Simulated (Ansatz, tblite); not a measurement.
# BEt2Ph (C10H15B): rung by rung

How do method and basis change the picture of BEt2Ph (C10H15B) (singlet)?

Method: as each input shows; program: Ansatz 0.2.0, Gaussian basis.

The runs, in order: GFN1-xTB, GFN2-xTB, PBE-D4/def2-TZVP, r2SCAN-D4/def2-TZVP, B3LYP-D4/def2-TZVP, B2PLYP/def2-TZVP, PBE-D4/def2-SVP, PBE0-D4/def2-SVP, HF/STO-3G, HF/6-31G, B3LYP-D4/6-31G, MP2/def2-SVP.

2 further runs of the same task are left out: 2 set aside as unsound or not needed. Runs told in other sessions of the task aren't counted.

## (1) The structure

The singlet was relaxed beforehand with PBE-D4/def2-SVP.

26 atoms, charge 0, spin multiplicity 1.

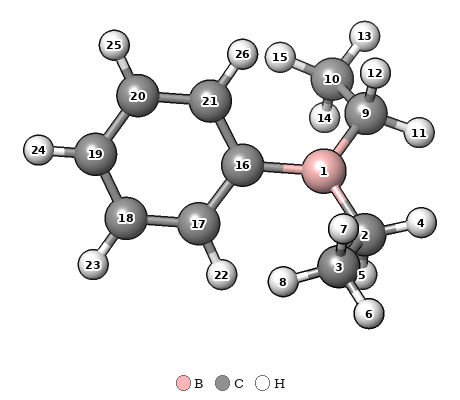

The structure; boron pink, carbon grey, hydrogen white; atoms are numbered from 1 in the order of the file.

PBE0-D4/def2-TZVP was run before; its log isn't repeated, and its numbers join the tables.

## (2) GFN1-xTB

Tight binding, by tblite at 300 K electronic temperature and without a spin-polarisation term:

```python
tblite.interface.Calculator('GFN1-xTB', numbers, positions, charge=0, uhf=0).singlepoint()
```

Energy -833.9456 eV, HOMO -11.56 eV, LUMO -7.81 eV; 0.017 s.

## (3) GFN2-xTB

Tight binding, by tblite at 300 K electronic temperature and without a spin-polarisation term:

```python
tblite.interface.Calculator('GFN2-xTB', numbers, positions, charge=0, uhf=0).singlepoint()
```

Energy -823.1765 eV, HOMO -10.39 eV, LUMO -6.79 eV; 0.013 s.

## (4) PBE-D4/def2-TZVP

start.molden holds the orbitals of an earlier run on this state, given as this run's starting guess.

Input file in.yaml:

```yaml
crystal:
  periodic: [false, false, false]
  atoms:
    - {symbol: B, position_ang: [0.507675, 0.935139, 0.003572]}
    - {symbol: C, position_ang: [2.083905, 0.996387, 0.142411]}
    - {symbol: C, position_ang: [2.802682, -0.048745, 1.005484]}
    - {symbol: H, position_ang: [2.403674, 2.025250, 0.419688]}
    - {symbol: H, position_ang: [2.417342, 0.900046, -0.925585]}
    - {symbol: H, position_ang: [3.906728, 0.046561, 0.947450]}
    - {symbol: H, position_ang: [2.520577, 0.057188, 2.073657]}
    - {symbol: H, position_ang: [2.539521, -1.083945, 0.710273]}
    - {symbol: C, position_ang: [-0.305208, 2.286640, -0.142962]}
    - {symbol: C, position_ang: [-1.551674, 2.311280, -1.037931]}
    - {symbol: H, position_ang: [0.380955, 3.123926, -0.398522]}
    - {symbol: H, position_ang: [-0.599556, 2.502664, 0.918710]}
    - {symbol: H, position_ang: [-2.086420, 3.282179, -0.985993]}
    - {symbol: H, position_ang: [-1.280217, 2.143691, -2.100859]}
    - {symbol: H, position_ang: [-2.273451, 1.515567, -0.766097]}
    - {symbol: C, position_ang: [-0.243755, -0.445573, 0.008114]}
    - {symbol: C, position_ang: [0.243512, -1.555186, -0.726435]}
    - {symbol: C, position_ang: [-0.435003, -2.782442, -0.739589]}
    - {symbol: C, position_ang: [-1.607430, -2.944469, 0.016104]}
    - {symbol: C, position_ang: [-2.103833, -1.867004, 0.767451]}
    - {symbol: C, position_ang: [-1.439135, -0.632367, 0.746014]}
    - {symbol: H, position_ang: [1.168749, -1.451267, -1.316458]}
    - {symbol: H, position_ang: [-0.041394, -3.622518, -1.332863]}
    - {symbol: H, position_ang: [-2.134802, -3.910928, 0.019210]}
    - {symbol: H, position_ang: [-3.021762, -1.987583, 1.363699]}
    - {symbol: H, position_ang: [-1.851699, 0.205530, 1.331468]}
basis:
  gaussian: {orbitals: def2-TZVP, initial_orbitals: start.molden}
hamiltonian: {xc: pbe, dispersion: d4}
scf: {omitted_lower_state_checks: [starts]}
output: {orbitals: {seedname: orbitals}}
```

Started as:

```bash
$ ansatz run in.yaml --threads 4 --pin off --events-out ev --progress --plain --max-ram 6963MiB
```

After this run come: r2SCAN-D4/def2-TZVP; B3LYP-D4/def2-TZVP; B2PLYP/def2-TZVP; PBE-D4/def2-SVP; PBE0-D4/def2-SVP; HF/STO-3G; HF/6-31G; B3LYP-D4/6-31G; MP2/def2-SVP.

Before running them: what should the planned runs give, taken together? Wanted: gap in def2-TZVP, named functionals, smallest and largest; correlation energy, MP2/def2-SVP; binding an atom, functionals in def2-TZVP; PBE0 total energy, smallest basis above largest.

**Answer**, as computed:

| quantity | value |
| --- | --- |
| gap in def2-TZVP, named functionals, smallest and largest | 4.02 eV (PBE-D4), 5.90 eV (PBE0-D4) |
| correlation energy, MP2/def2-SVP | -39.23 eV |
| binding an atom, functionals in def2-TZVP | 4.57 (B3LYP-D4) to 4.69 eV (PBE-D4) |
| PBE0 total energy, smallest basis above largest | 11.66 eV (def2-SVP, def2-TZVP) |

Orbital gaps of the named functionals in def2-TZVP span 4.02 eV (PBE-D4) to 5.90 eV (PBE0-D4); exact exchange widens it.
